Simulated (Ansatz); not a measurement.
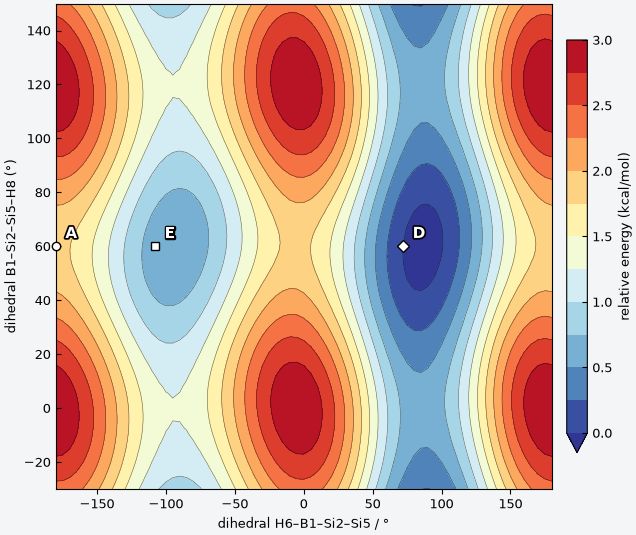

BF₂H₅Si₂, SMILES B[Si](F)(F)[SiH3]. The first coordinate is: dihedral H6–B1–Si2–Si5; the second: dihedral B1–Si2–Si5–H8. Nothing is relaxed (all other coordinates rigid). Grid: 10 × 11 points. All energies are given in kcal/mol relative to the lowest grid point. These are results of RKS PBE0-D4/def2-SVP (Ansatz 0.2.0), not measurements.

The picture shows filled contours, lettered points. Between grid points the surface is interpolated.

Q: What kind of point is each of A, D, E: minimum, saddle, maximum or slope?

A: A: saddle point; D: minimum; E: minimum. (In these two coordinates alone; a stationary point may lie a little off the grid point.)

Q: Rank the lettered points by energy, lowest first.

A: D (0.00 kcal/mol), E (0.63 kcal/mol), A (1.81 kcal/mol).
